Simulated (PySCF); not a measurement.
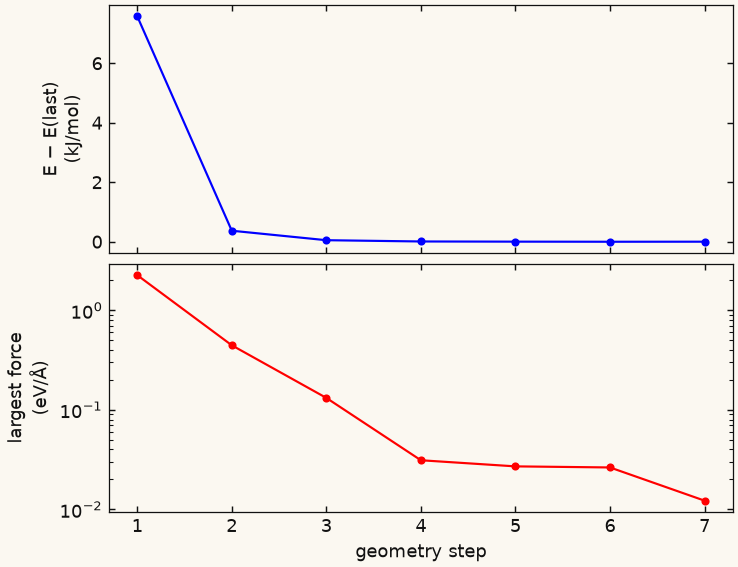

History of a geometry optimisation.

System: C₅H₆F (SMILES C[c+]1cc1CF) (charge +1).
Method: PBE0-D3(BJ)/def2-SVP, geometry optimisation in PySCF.

**How did the optimisation end?**

The optimisation met its thresholds at geometry 7, counting the start as the first. The energy fell by about 7.6 kJ/mol from the first step to the last. The largest force goes from about 2.3 eV/Å at the start to 0.012 eV/Å at the end.

**By which step was nine tenths of the energy gained?**

By step 2 of 7.
